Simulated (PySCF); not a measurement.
# TPSS/def2-TZVPPD run of AlH (SMILES [AlH])

What is the vertical ionisation energy of AlH at TPSS/def2-TZVPPD? The job is set up through a Python script.

The calculation is run with PySCF 2.14.0.

3 further runs of the same task are left out: 3 set aside as unsound or not needed.

**1. The structure to begin with**

AlH has 2 atoms, charge 0, and is taken as a singlet. SMILES: `[AlH]`. Geometry: relaxed at PBE0-D4/def2-TZVP.

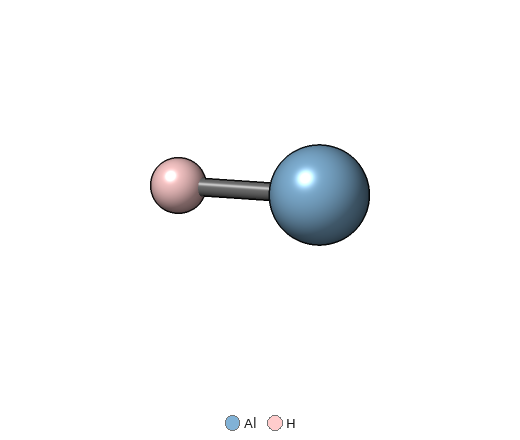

The structure, seen from a chosen angle (aluminium light blue, hydrogen pink).

**2. A single-point energy at TPSS/def2-TZVPPD**

File input.xyz:

```xyz
2
AlH
Al     0.000000     0.000000    -0.025640
H      0.000000     0.000000     1.639110
```

File job.py:

```python
from pyscf import gto, dft

molecule = gto.M(
    atom='input.xyz',
    verbose=4,
    max_memory=1860,
    basis='def2-tzvppd',
)

mf = dft.RKS(molecule, xc='tpss')
mf.grids.level = 5
mf.conv_tol = 1e-10
mf.kernel()
if not mf.converged:
    mf = mf.newton().run(mf.mo_coeff, mf.mo_occ)

e_tot = mf.e_tot
print(f'total energy: {e_tot:.8f} hartree')
```

Run with:

```sh
$ OMP_NUM_THREADS=1 python job.py
```

Standard output:

```text
PySCF version 2.14.0

[INPUT] num. atoms = 2
[INPUT] num. electrons = 14
[INPUT] charge = 0
[INPUT] spin (= nelec alpha-beta = 2S) = 0
[INPUT] symmetry False subgroup None
[INPUT] Mole.unit = angstrom
[INPUT] Symbol           X                Y                Z      unit          X                Y                Z       unit  Magmom
[INPUT]  1 Al     0.000000000000   0.000000000000  -0.025640000000 AA    0.000000000000   0.000000000000  -0.048452577834 Bohr   0.0
[INPUT]  2 H      0.000000000000   0.000000000000   1.639110000000 AA    0.000000000000   0.000000000000   3.097468988036 Bohr   0.0

nuclear repulsion = 4.13233442977024
number of shells = 23
number of NR pGTOs = 88
number of NR cGTOs = 65
basis = def2-tzvppd
ecp = {}

******** <class 'pyscf.dft.rks.RKS'> ********
method = RKS
initial guess = minao
damping factor = 0
level_shift factor = 0
DIIS = <class 'pyscf.scf.diis.CDIIS'>
diis_start_cycle = 1
diis_space = 8
diis_damp = 0
SCF conv_tol = 1e-10
SCF conv_tol_grad = None
SCF max_cycles = 50
direct_scf = True
direct_scf_tol = 1e-13
XC library pyscf.dft.libxc version 7.0.0
    S. Lehtola, C. Steigemann, M. J.T. Oliveira, and M. A.L. Marques.,  SoftwareX 7, 1–5 (2018)
XC functionals = tpss
    J. Tao, J. P. Perdew, V. N. Staroverov, and G. E. Scuseria.,  Phys. Rev. Lett. 91, 146401 (2003)
    J. Tao, J. P. Perdew, V. N. Staroverov, and G. E. Scuseria.,  Phys. Rev. Lett. 91, 146401 (2003)
radial grids:
    Treutler-Ahlrichs [JCP 102, 346 (1995); DOI:10.1063/1.469408] (M4) radial grids

becke partition: Becke, JCP 88, 2547 (1988); DOI:10.1063/1.454033
pruning grids: <function nwchem_prune>
grids dens level: 5
symmetrized grids: False
atomic radii adjust function: <function treutler_atomic_radii_adjust>
small_rho_cutoff = 0
Set gradient conv threshold to 1e-05
Initial guess from minao.
tot grids = 66592
init E= -242.882589392118
  HOMO = -0.198621039254977  LUMO = -0.090401699938498  gap/eV = 2.94480
cycle= 1 E= -242.98741419676  delta_E= -0.105  |g|= 0.178  |ddm|= 0.892
  HOMO = -0.175763886325839  LUMO = -0.0942835620949609  gap/eV = 2.21719
cycle= 2 E= -242.991978022814  delta_E= -0.00456  |g|= 0.124  |ddm|= 0.361
  HOMO = -0.183572275112503  LUMO = -0.0888473762582791  gap/eV = 2.57760
cycle= 3 E= -242.998379376042  delta_E= -0.0064  |g|= 0.0153  |ddm|= 0.186
  HOMO = -0.185629847381424  LUMO = -0.0898850342525879  gap/eV = 2.60535
cycle= 4 E= -242.998466960595  delta_E= -8.76e-05  |g|= 0.00245  |ddm|= 0.0234
  HOMO = -0.185545746182521  LUMO = -0.089862391536049  gap/eV = 2.60368
cycle= 5 E= -242.998467930405  delta_E= -9.7e-07  |g|= 0.000338  |ddm|= 0.0021
  HOMO = -0.185437736586971  LUMO = -0.0897905799140269  gap/eV = 2.60269
cycle= 6 E= -242.998467951141  delta_E= -2.07e-08  |g|= 0.00011  |ddm|= 0.000649
  HOMO = -0.185439105309849  LUMO = -0.0897870091317109  gap/eV = 2.60283
cycle= 7 E= -242.998467956585  delta_E= -5.44e-09  |g|= 7.97e-06  |ddm|= 0.000183
  HOMO = -0.185442120925748  LUMO = -0.0897897072851052  gap/eV = 2.60283
cycle= 8 E= -242.998467956622  delta_E= -3.71e-11  |g|= 1.43e-06  |ddm|= 2.21e-05
  HOMO = -0.185441482500927  LUMO = -0.0897890753169299  gap/eV = 2.60283
Extra cycle  E= -242.998467956622  delta_E= -3.13e-13  |g|= 9.43e-07  |ddm|= 5.66e-06
converged SCF energy = -242.998467956622
total energy: -242.99846796 hartree
```

It took 4.5 s on 1 thread of Arm Neoverse V2, shared host; peak memory 0.33 GiB.

**3. The doublet cation at the same level**

File input.py:

```python
from pyscf import gto, dft

mol = gto.Mole()
mol.atom = '''
Al     0.000000     0.000000    -0.048453
H      0.000000     0.000000     3.097469
'''
mol.max_memory = 1860
mol.spin = 1
mol.verbose = 3
mol.basis = 'def2-tzvppd'
mol.charge = 1
mol.unit = 'bohr'
mol.build()

myscf = dft.UKS(mol)
myscf.xc = 'tpss'
myscf.conv_tol = 1e-10
myscf.grids.level = 5
myscf.kernel()
if not myscf.converged:
    myscf = myscf.newton().run(myscf.mo_coeff, myscf.mo_occ)

energy = myscf.e_tot
print('Final energy', energy)
```

Run with:

```sh
$ OMP_NUM_THREADS=1 python input.py
```

Standard output:

```text
WARN: HOMO -0.198621042593199 >= LUMO -0.198621042593198

converged SCF energy = -242.700375244328  <S^2> = 0.75887296  2S+1 = 2.0088534
Final energy -242.7003752443278
```

Run time: 9.6 s. Hardware: 1 thread of Arm Neoverse V2, shared host; peak memory 0.35 GiB.

**4. Outcome**

At TPSS/def2-TZVPPD:

| quantity | value |
| --- | --- |
| singlet AlH: total energy | -242.99847 Eh |
| singlet AlH: dipole moment | 0.08 D |
| singlet AlH: HOMO energy | -5.05 eV |
| singlet AlH: LUMO energy | -2.44 eV |
| singlet AlH: HOMO–LUMO gap | 2.60 eV |
| doublet cation: total energy | -242.70038 Eh |
| doublet cation: HOMO energy (highest over α and β) | -13.26 eV |
| doublet cation: LUMO energy (lowest over α and β) | -11.24 eV |
| doublet cation: ⟨S²⟩ | 0.759 |
| vertical ionisation energy (to the doublet cation) | 8.112 eV |

**Reading.** Removing an electron at fixed nuclei costs 8.11 eV (783 kJ/mol). −ε(HOMO) before ionisation, 5.05 eV, is 3.07 eV below this ionisation energy.
